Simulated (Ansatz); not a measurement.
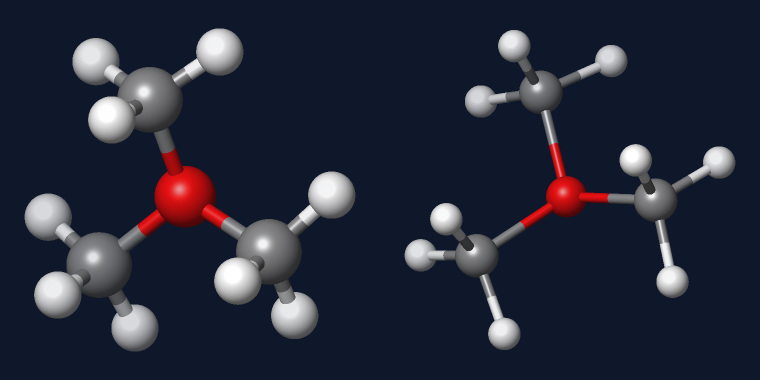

The same structure drawn twice, from different directions. Colours: carbon grey, oxygen red, hydrogen white.

The species has charge +1 and is a spin singlet. The computed structure is the end point of a PBE0-D4/def2-TZVP optimisation.

What is the molecular formula?

Answer. C3H9O(+), 13 atoms: 3 carbon, 9 hydrogen and 1 oxygen.

What is the point group of this geometry?

Answer. C3v.

How many sets of symmetry-equivalent atoms are there?

Answer. 4: 3 C, 1 O, 6 H, 3 H.

What is its SMILES?

Answer. C[O+](C)C

Does it have rings?

Answer. It has no ring.

The parts below concern this one geometry. Atoms keep their numbers from picture to picture.

Shape

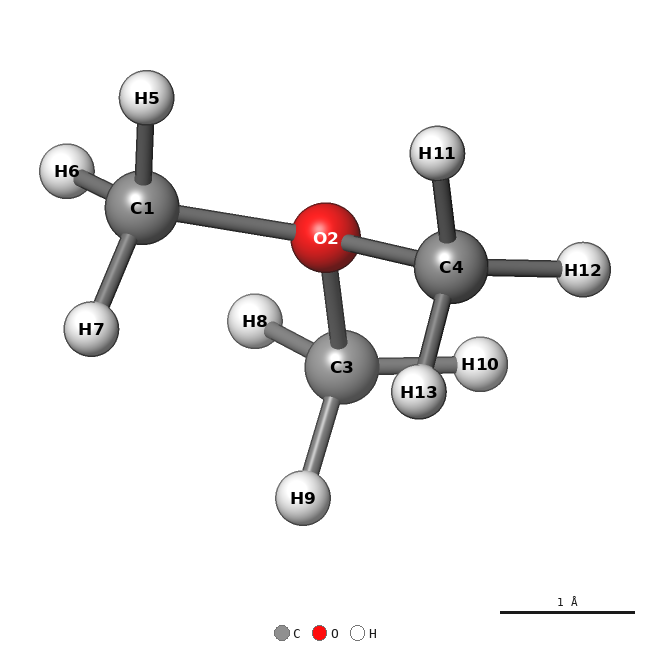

What are the angles C1–O2–C3, O2–C1–H5, O2–C1–H7?

```json
{"angle": "C1–O2–C3", "degrees": "113.9"}
{"angle": "O2–C1–H5", "degrees": "106.5"}
{"angle": "O2–C1–H7", "degrees": "109.1"}
```

Charges

The questions are on Mulliken charges. Method: RKS PBE-D4/def2-TZVPP (Ansatz 0.2.0).

List the Mulliken charges.

| atom | value (e) |
| --- | --- |
| C1 | −0.15 |
| O2 | 0.06 |
| C3 | −0.15 |
| C4 | −0.15 |
| H5 | 0.16 |
| H6 | 0.16 |
| H7 | 0.16 |
| H8 | 0.16 |
| H9 | 0.16 |
| H10 | 0.16 |
| H11 | 0.16 |
| H12 | 0.16 |
| H13 | 0.16 |

Electronic properties

Method: RKS PBE-D4/def2-TZVPP (Ansatz 0.2.0).

What does the calculation give?

- HOMO energy (Kohn–Sham orbital): −13.55 eV
- LUMO energy (Kohn–Sham orbital): −5.94 eV
- HOMO–LUMO gap: 7.61 eV
- dispersion correction: −16.0 kJ/mol

Thermal motion

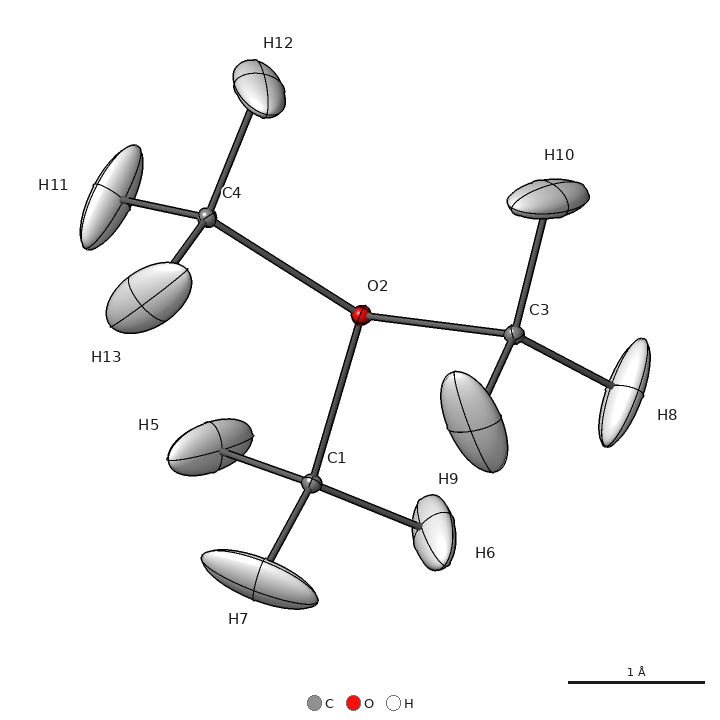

Displacement ellipsoids at the 50 % level, from the internal vibrations of the free molecule (harmonic, no overall translation or rotation; no half-axis is drawn under 0.075 Å). Vibrations computed with RKS PBE0-D4/def2-TZVP (Ansatz 0.2.0). Temperature: 298 K.

List U_eq and the three principal root-mean-square amplitudes for each kind of atom.

```
            atom  U_eq (Å²)   rms amplitudes (Å)
      C1, C3, C4     0.0015  0.031, 0.040, 0.045
              O2     0.0016  0.031, 0.031, 0.055
H5, H6, H8, H10…     0.0344  0.080, 0.125, 0.285
     H7, H9, H13     0.0382  0.077, 0.139, 0.299
```

Mulliken values depend strongly on the basis set and can even reverse the polarity of a bond.
